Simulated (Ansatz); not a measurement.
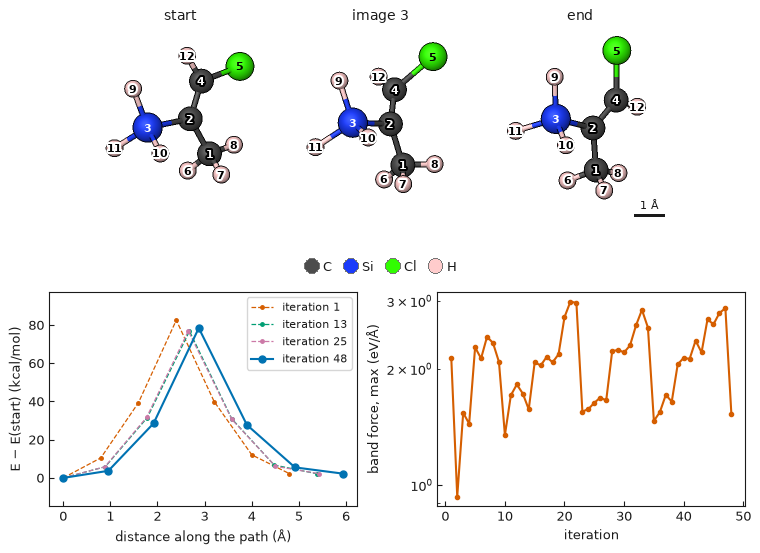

NEB run on C$_{3}$H$_{7}$ClSi. Images are numbered from 0 (start) to 6 (end). The plot follows the band through its iterations. The picture is a ball-and-stick view, seen from a free direction.

Computed with Ansatz, RKS PBE0-D4/def2-SVP.

Input
```yaml
crystal:
  periodic: [false, false, false]
  atoms:
    - { symbol: C, position_ang: [-1.4577, -0.05536, 0.366596] }
    - { symbol: C, position_ang: [-0.079549, 0.141258, -0.186993] }
    - { symbol: Si, position_ang: [1.370351, -0.675859, 0.683334] }
    - { symbol: C, position_ang: [0.19688, 0.870446, -1.276549] }
    - { symbol: Cl, position_ang: [-0.985591, 1.707253, -2.228574] }
    - { symbol: H, position_ang: [-1.519261, 0.312115, 1.404371] }
    - { symbol: H, position_ang: [-1.719824, -1.125996, 0.395681] }
    - { symbol: H, position_ang: [-2.214336, 0.470394, -0.232424] }
    - { symbol: H, position_ang: [2.638113, -0.347794, -0.034473] }
    - { symbol: H, position_ang: [1.182679, -2.159865, 0.715471] }
    - { symbol: H, position_ang: [1.458247, -0.198512, 2.098585] }
    - { symbol: H, position_ang: [1.20699, 1.006722, -1.670826] }
basis:
  gaussian: { orbitals: def2-SVP }
hamiltonian:
  xc: pbe0
  dispersion: d4
neb:
  order_check: false
  images: 5
  f_tol: 0.03
  max_iterations: 48
  initial_path: idpp
  final_atoms:
    - { symbol: C, position_ang: [-1.44579375, -0.10826258, 0.43226857] }
    - { symbol: C, position_ang: [-0.111535, 0.16151423, -0.21081714] }
    - { symbol: Si, position_ang: [1.38751251, -0.62899123, 0.61289929] }
    - { symbol: C, position_ang: [-0.06327642, 0.93163514, -1.3043106] }
    - { symbol: Cl, position_ang: [1.36542322, 1.35407126, -2.18188604] }
    - { symbol: H, position_ang: [-1.46262832, 0.24987306, 1.47494896] }
    - { symbol: H, position_ang: [-1.65881181, -1.18946639, 0.46717992] }
    - { symbol: H, position_ang: [-2.27094722, 0.38200029, -0.10687832] }
    - { symbol: H, position_ang: [2.66681486, -0.33392278, -0.08519332] }
    - { symbol: H, position_ang: [1.17045522, -2.10876837, 0.65968691] }
    - { symbol: H, position_ang: [1.46062663, -0.13954546, 2.02513019] }
    - { symbol: H, position_ang: [-0.96084091, 1.37466484, -1.74882943] }
```

Command:
```bash
ansatz run input.yaml --threads 2 --pin off --max-ram 3072MiB --backend cpu --events-out ev --progress --plain --runs-dir out
```

**How did the profile develop, and is the result final?**

The result isn't final. The band hadn't converged when the run stopped after 48 iterations. The largest component of the band force went from 2.1 to 1.5 eV/Å. The barrier read from it is provisional: over the last two iterations the highest image moved from 87.6 kcal/mol to 78.4 kcal/mol. The first iteration put the highest image at 82.6 kcal/mol. The highest point, image 3, lies 78.4 kcal/mol above the start and 76.2 kcal/mol above the end; the end is at +2.2 kcal/mol relative to the start.

The run took 16 min on 2 threads of Intel(R) Xeon(R) Platinum 8488C (Sapphire Rapids), with other jobs on the host, peak memory 0.32 GiB.
